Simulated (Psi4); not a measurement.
Two rigid molecules brought together: H6Si2 ··· H4N+ (SMILES [SiH3][SiH3] and [NH4+]) (charge +1). Monomers: optimised at B3LYP-D3(BJ) (def2-TZVP), held rigid. Orientation: lowest of the rigid-body minima from ten starts at GFN2-xTB. R is the distance of the centres of mass, along which the second monomer moves.

Geometry at R = 4.57 Å (first 8 atoms: monomer A):
```
13

Si    -1.1717    -0.0246     0.0240
Si     1.1717     0.0246    -0.0240
H     -1.7187     1.3422    -0.1563
H     -1.6904    -0.8900    -1.0632
H     -1.6485    -0.5584     1.3230
H      1.6910     0.8728     1.0764
H      1.6484     0.5784    -1.3147
H      1.7184    -1.3450     0.1349
N     -4.5706    -0.0959     0.0932
H     -4.8892    -1.0596     0.2362
H     -3.5460    -0.0743     0.0723
H     -4.9380     0.2571    -0.7962
H     -4.9091     0.4933     0.8607
```

Levels of theory: MP2/aug-cc-pVDZ = DF-MP2/aug-cc-pVDZ, frozen core, counterpoise-corrected in Psi4; SCS-MP2/aug-cc-pVDZ = Psi4 1.11 with DF-SCS-MP2/aug-cc-pVDZ, frozen core, counterpoise-corrected; B3LYP/def2-TZVP, counterpoise-corrected (Psi4); HF/aug-cc-pVDZ, counterpoise-corrected (Psi4); B3LYP-D3(BJ)/def2-TZVP, counterpoise-corrected (Psi4).

Interaction energies in kcal/mol (negative: bound); R is the distance of the centres of mass, d the H3···H11 distance.

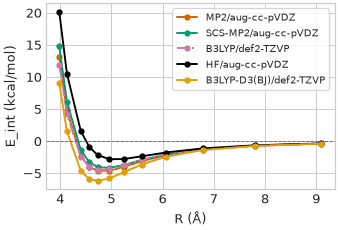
Figure. Interaction energy against separation.

```tsv
R / Å	d / Å	MP2/aug-cc-pVDZ	SCS-MP2/aug-cc-pVDZ	B3LYP/def2-TZVP	HF/aug-cc-pVDZ	B3LYP-D3(BJ)/def2-TZVP
3.98	1.88	13.17	14.78	11.93	20.18	9.05
4.13	1.99	4.87	6.19	4.22	10.55	1.58
4.40	2.19	-2.30	-1.37	-2.39	1.61	-4.61
4.57	2.32	-4.01	-3.27	-3.94	-0.92	-5.90
4.73	2.45	-4.61	-4.01	-4.45	-2.14	-6.17
4.96	2.65	-4.59	-4.15	-4.37	-2.79	-5.77
5.24	2.89	-4.00	-3.69	-3.75	-2.76	-4.82
5.59	3.20	-3.11	-2.91	-2.88	-2.34	-3.62
6.06	3.63	-2.18	-2.06	-1.98	-1.75	-2.40
6.78	4.30	-1.30	-1.25	-1.19	-1.11	-1.36
7.81	5.29	-0.69	-0.67	-0.66	-0.62	-0.71
9.10	6.54	-0.37	-0.36	-0.36	-0.34	-0.37
```

Lowest grid point: MP2/aug-cc-pVDZ -4.61 kcal/mol at R = 4.73 Å; SCS-MP2/aug-cc-pVDZ -4.15 kcal/mol at R = 4.96 Å; B3LYP/def2-TZVP -4.45 kcal/mol at R = 4.73 Å; HF/aug-cc-pVDZ -2.79 kcal/mol at R = 4.96 Å; B3LYP-D3(BJ)/def2-TZVP -6.17 kcal/mol at R = 4.73 Å.
